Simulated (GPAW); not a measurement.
Consider SiO2 (Quartz, P3_121).

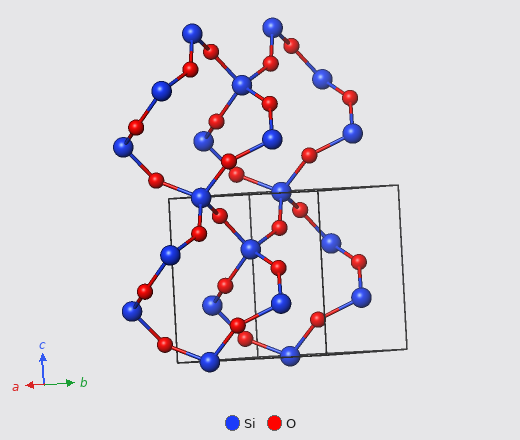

The structure (silicon blue, oxygen red). 2×1×2 cells are drawn. Some periodic images of atoms are drawn too.

```
Si O
1.0
     4.91580    0.00000    0.00000
    -2.45790    4.25721    0.00000
     0.00000    0.00000    5.40910
Si O
3 6
Direct
  0.46970 0.46970 0.00000
  0.00000 0.53030 0.66667
  0.53030 0.00000 0.33333
  0.85380 0.26800 0.45233
  0.73200 0.58580 0.78567
  0.41420 0.14620 0.11900
  0.26800 0.85380 0.54767
  0.58580 0.73200 0.21433
  0.14620 0.41420 0.88100
```

Absorber: atom 1, with 4 O at 1.61 Å (tetrahedral, site symmetry 2). Method: GPAW, PBE, full core hole (charged cell), 9-atom cell with 4.9 Å between holes, 5×5×4 k points, dipole transitions, Gaussian full width 0.9 eV up to 4 eV, rising linearly to 3.5 eV at 25 eV.

Question: Where do the maxima of the Si K edge fall?

Main maxima up to 24 eV above the zero (height): 2.8 eV (6.46), 6.4 eV (0.58), 9.4 eV (0.89) and 19.5 eV (1.01). A K edge sees empty p states on the absorber. The total-energy difference plus the lowest empty eigenvalue puts the zero at 1856.85 eV. One term is added: -14.97 eV, since the hole is spin-paired here and a spin-polarised one costs that much less in the free atom (computed apart). The photon energy is then 1841.88 eV. The tabulated edge of the element is 1839 eV. The functional and the charged cell's background leave an error of a few eV in such absolute values.

The Si K spectrum (energy from the lowest empty level; intensity scaled to a mean of 1 over the first 20 eV; polarised curves are means over the symmetry-equivalent atoms):

| E (eV) | isotropic | ε ⊥ c | ε ∥ c |
| --- | --- | --- | --- |
| -2.0 | 0.00 | 0.00 | 0.00 |
| -0.5 | 0.00 | 0.00 | 0.00 |
| 1.0 | 0.11 | 0.11 | 0.11 |
| 2.5 | 5.66 | 6.06 | 4.86 |
| 4.0 | 0.59 | 0.67 | 0.44 |
| 5.5 | 0.44 | 0.48 | 0.36 |
| 7.0 | 0.50 | 0.41 | 0.68 |
| 8.5 | 0.69 | 0.63 | 0.81 |
| 10.0 | 0.83 | 0.93 | 0.63 |
| 11.5 | 0.73 | 0.76 | 0.67 |
| 13.0 | 0.74 | 0.68 | 0.87 |
| 14.5 | 0.73 | 0.68 | 0.83 |
| 16.0 | 0.75 | 0.75 | 0.75 |
| 17.5 | 0.86 | 0.85 | 0.86 |
| 19.0 | 1.00 | 0.99 | 1.01 |
| 20.5 | 0.96 | 0.98 | 0.94 |
| 22.0 | 0.80 | 0.82 | 0.74 |
| 23.5 | 0.65 | 0.66 | 0.62 |
| 25.0 | 0.57 | 0.57 | 0.56 |
| 26.5 | 0.52 | 0.54 | 0.50 |
| 28.0 | 0.48 | 0.49 | 0.46 |
| 29.5 | 0.43 | 0.43 | 0.43 |

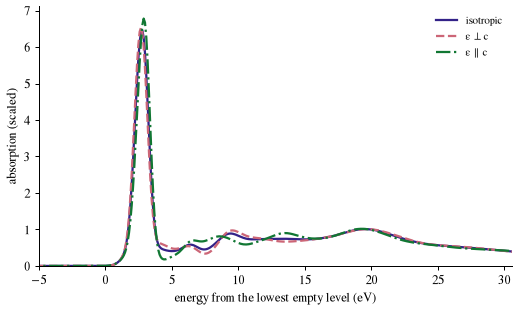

The Si K edge.

The holes are only 4.9 Å apart, so the shape is probably not converged with cell size; no larger cell was run here. The mesh is coarse (0.30 Å⁻¹ between points), so small maxima may be mesh ripples. Lifetime broadening is put in by hand, and intensities beyond about 20 eV depend on it and on the partial waves; weight that the partial waves miss at high energy is lost. The structure is a published determination, not relaxed.

[Banner, clock and machine lines of the logs are left out without a mark of their own.]

[Logs are printed without paths, hosts, clocks, repeated set-up lines and the standing remarks that a program may print on its own settings, such as how far it seeks lower states.]

[Hosts, paths, dates, database ids (printed as entryN), source tags and the programs' standing remarks are cut or masked in the printed files.]

[Lists of maxima count a maximum above −3 eV only where it reaches 4 % of the highest in the window and stands out from its surroundings by 2 % of it (1.5 % where it reaches 55 %); shoulders and weaker maxima are passed over, and of the rest the first, up to two pre-edge ones and the few strongest are named.]
